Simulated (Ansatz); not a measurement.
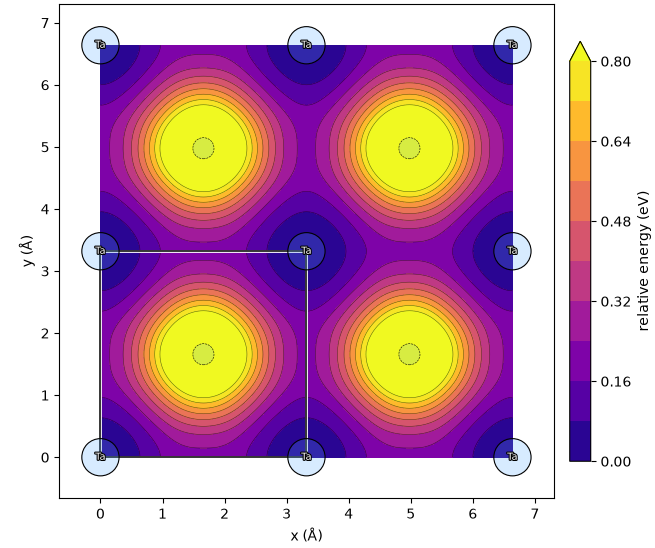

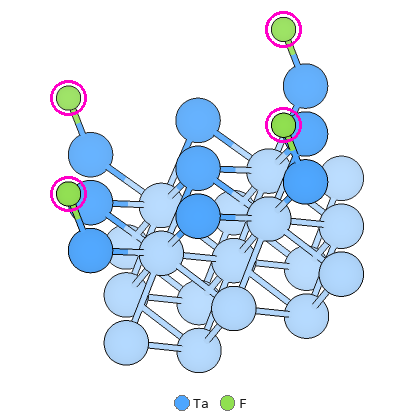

Energy landscape of F on a Ta(100) slab cut from the Im-3m phase, its upper half relaxed before the scan (16 atoms of substrate and one adsorbate in a 2 × 2 cell). 
- F is moved over the surface cell; relaxed at each place: the height of the adsorbate's atoms; substrate rigid; the origin of the map has the adsorbate above Ta13.
- Places are given modulo a cell vector. The map is drawn in real space over the plane of the surface.
- The grid has 8 × 8 points; 15 points were computed and 49 follow by symmetry.
- Places are given in fractions of the 1 × 1 surface cell.
- All energies are given in eV relative to the lowest grid point.
- Computed with DFT PBE, scalar-relativistic, plane waves, PAW in Ansatz 0.2.0. Settings: cutoff 420 eV, k-mesh 4×4×1, gaussian smearing 0.1 eV, no spin polarisation.

In the figure: filled contours, labelled circles for the atoms of the top layer and small ones for the second layer, the outline of one cell of the 2 × 2 shown, one colour for all values above the top of the scale. Between grid points the surface is interpolated. The second picture is the structure at the lowest point; rings mark the moved atoms.

Question: What does the map say about the system?

Answer: The lowest grid point is at the top site over a surface Ta atom, (0/8, 0/8) of the cell vectors. The highest grid point, a fourfold hollow over a second-layer Ta atom, (4/8, 4/8) of the cell vectors, lies 1.17 eV above the lowest. On the interpolated surface the easiest way out of the lowest well to its copy in the next cell or period passes a barrier of about 0.22 eV. At the lowest point the adsorbate has 1 Ta at 1.93 Å as nearest neighbours, at the highest 5 Ta at 2.56 Å. Its relaxed height above the top atom is 1.93 Å at the lowest and 1.03 Å at the highest point.

The values on the grid:

```csv
"second ↓, first →",0/8,1/8,2/8,3/8,4/8,5/8,6/8,7/8
7/8,0.04,0.08,0.19,0.31,0.35,0.31,0.19,0.08
6/8,0.13,0.19,0.36,0.57,0.68,0.57,0.36,0.19
5/8,0.21,0.31,0.57,0.90,1.03,0.90,0.57,0.31
4/8,0.22,0.35,0.68,1.03,1.17,1.03,0.68,0.35
3/8,0.21,0.31,0.57,0.90,1.03,0.90,0.57,0.31
2/8,0.13,0.19,0.36,0.57,0.68,0.57,0.36,0.19
1/8,0.04,0.08,0.19,0.31,0.35,0.31,0.19,0.08
0/8,0.00,0.04,0.13,0.21,0.22,0.21,0.13,0.04
```

Time for the 15 points that were run: 17 min on 4 threads of Intel(R) Xeon(R) Platinum 8488C (Sapphire Rapids) (shared host).

PAW datasets: the set soft_1.
